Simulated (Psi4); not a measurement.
# Two attempts at AlClO (SMILES [O]=[Al][Cl])

Wanted: a single-point energy of AlClO, CCSD(T)/6-31G* (Cartesian functions).

Program for the calculation: Psi4 1.11.

3 further runs of the same task are left out: 1 that didn't finish, 2 set aside as unsound or not needed.

### Step 1. The molecule

The species is AlClO (3 atoms), meant as a singlet with charge 0. SMILES: `[O]=[Al][Cl]`. The shape comes from GFN2-xTB, which is rough for such elements, and wasn't checked as a minimum.

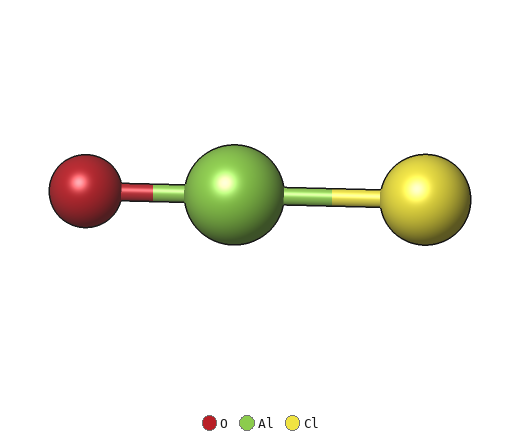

The structure, seen from a chosen angle (oxygen red, aluminium green, chlorine yellow).

### Step 2. First attempt

alclo.xyz

```xyz
3
AlClO
O      0.107470     1.694260     0.245960
Al     0.009340     0.147220     0.021380
Cl    -0.116820    -1.841490    -0.267330
```

alclo_ase.py

```python
import numpy as np
from ase.calculators.psi4 import Psi4
from ase.io import read

mol = read('alclo.xyz')
calc = Psi4(atoms=mol, method='ccsd(t)', basis='6-31G*', memory='1600MB', num_threads=1, charge=0, multiplicity=1, label='psi4-calc')
calc.psi4.set_options({'scf_type': 'direct', 'scf__maxiter': 100, 'maxiter': 3})
mol.calc = calc

print(f'energy: {mol.get_potential_energy():.6f} eV')
```

Run with:

```sh
$ python alclo_ase.py
```

psi4-calc.dat:

```text
=> Loading Basis Set <=

    Name: 6-31G*
    Role: ORBITAL
    Keyword: BASIS

         ---------------------------------------------------------
                                   SCF
                              RHF Reference
                        1 Threads,   1525 MiB Core
         ---------------------------------------------------------

  ==> Geometry <==

    Molecular point group: c1
    Full point group: C_inf_v

    Geometry (in Angstrom), charge = 0, multiplicity = 1:

[... 92 lines left out ...]
                           Total Energy        Delta E     RMS |[F,P]|
[... 6 lines left out ...]
   @DF-RHF iter   5:  -776.27784870550636   -8.77466e-05   6.28117e-05 DIIS
[... 5 lines left out ...]
   @DF-RHF iter  11:  -776.27786191618588   -4.97948e-11   2.43530e-08 DIIS
[... 17 lines left out ...]
   @RHF iter  16:  -776.27811446157739   -5.07441e-09   7.60319e-07 DIIS
[... 5 lines left out ...]
  Energy and wave function converged.
[... 38 lines left out ...]
    Total Energy =                       -776.2781144630861263
[... 110 lines left out ...]
	Nuclear Rep. energy          =    113.32116478734426
[... 24 lines left out ...]
    E_Convergence   =     1.0e-06
[... 17 lines left out ...]
MP2 correlation energy -0.4013589861139963
                Solving CC Amplitude Equations
                ------------------------------
  Iter             Energy              RMS        T1Diag      D1Diag    New D1Diag    D2Diag
  ----     ---------------------    ---------   ----------  ----------  ----------   --------
     0        -0.401358986113996    0.000e+00    0.000000    0.000000    0.000000    0.140188
     1        -0.388944908914283    1.115e-01    0.015518    0.054794    0.054794    0.127381
     2        -0.402205945824064    6.235e-02    0.012607    0.044625    0.044625    0.140235
     3        -0.407315333667955    2.135e-02    0.016121    0.059043    0.059043    0.146954

     ** Wave function not converged to 1.0e-07 **
```

Standard output:

```text
Traceback (most recent call last):
  File "alclo_ase.py", line 10, in <module>
    print(f'energy: {mol.get_potential_energy():.6f} eV')
RuntimeError:
Fatal Error: Coupled Cluster wave function not converged.
```

Run time: 7.2 s. Hardware: 1 thread of Intel Xeon Platinum 8488C (Sapphire Rapids), shared host; peak memory 0.29 GiB.

### Step 3. What went wrong

The run stopped without converging.

The telling line is `Fatal Error: Coupled Cluster wave function not converged.`. What is wrong: the iteration cap is too low for convergence. To mend it: iteration cap at its default in place of 3.

### Step 4. Try two

alclo.xyz is that of step 2.

run_ase.py

```python
import numpy as np
from ase.calculators.psi4 import Psi4
from ase.io import read

mol = read('alclo.xyz')
calc = Psi4(atoms=mol, method='ccsd(t)', basis='6-31G*', memory='1600MB', num_threads=1, charge=0, multiplicity=1, label='alclo')
calc.psi4.set_options({'scf_type': 'direct'})
mol.calc = calc

print(f'energy: {mol.get_potential_energy():.6f} eV')
```

Run with:

```sh
$ python run_ase.py
```

alclo.dat:

```text
[...]
  Running in c1 symmetry.
[...]
  Nuclear repulsion =  113.321164787344259
[...]
  Multiplicity = 1
[...]
  Nalpha       = 19
  Nbeta        = 19
[...]
    Number of basis functions: 53
[...]
   @DF-RHF iter   1:  -776.04582219068425   -6.72883e-01   1.32484e-02 DIIS/ADIIS
[...]
   @RHF iter  21:  -776.27811446308613   -5.68434e-13   2.08759e-09 DIIS
[...]
    Orbital Energies [Eh]
    ---------------------
    Doubly Occupied:
       1A   -104.868931     2A    -58.516767     3A    -20.490864
       4A    -10.605215     5A     -8.073831     6A     -8.071638
       7A     -8.071638     8A     -4.946085     9A     -3.259647
      10A     -3.259647    11A     -3.258555    12A     -1.175325
      13A     -1.142688    14A     -0.610268    15A     -0.529938
      16A     -0.529938    17A     -0.461369    18A     -0.413513
      19A     -0.413513
[...]
  @RHF Final Energy:  -776.27811446308613
   => Energetics <=
    Nuclear Repulsion Energy =            113.3211647873442587
    One-Electron Energy =               -1301.7998185836013363
    Two-Electron Energy =                 412.2005393331709229
    Total Energy =                       -776.2781144630861263
[...]
 Multipole Moments:
 ------------------------------------------------------------------------------------
     Multipole            Electronic (a.u.)      Nuclear  (a.u.)        Total (a.u.)
 ------------------------------------------------------------------------------------
 L = 1.  Multiply by 2.5417464519 to convert [e a0] to [Debye]
 Dipole X            :         -0.1540248            0.0489425           -0.1050822
 Dipole Y            :         -2.4283474            0.7715686           -1.6567788
 Dipole Z            :         -0.3525103            0.1120080           -0.2405023
 Magnitude           :                                                    1.6774384
[...]
      * MP2 total energy                      = -776.679473449199577
[...]
      * CCSD total energy                     = -776.685255687838662
[...]
      * CCSD(T) total energy                  = -776.699057788643472
```

The script printed:

```text
energy: -21135.057886 eV
```

Wall time 18 s (1 thread of Intel Xeon Platinum 8488C (Sapphire Rapids), shared host); peak memory 0.29 GiB.

### Step 5. What came out

At CCSD(T)/6-31G* (Cartesian functions):

| quantity | value |
| --- | --- |
| total energy | -776.69906 Eh |
| HOMO energy (Hartree–Fock orbitals) | -11.25 eV |
| LUMO energy (Hartree–Fock orbitals) | 0.51 eV |
| HOMO–LUMO gap (Hartree–Fock orbitals) | 11.76 eV |
| correlation energy | -420.9 mEh |
| (T) correction | -13.80 mEh |
| T1 diagnostic | 0.018 |

**Reading.** The triples make up 3.3 % of the correlation energy.
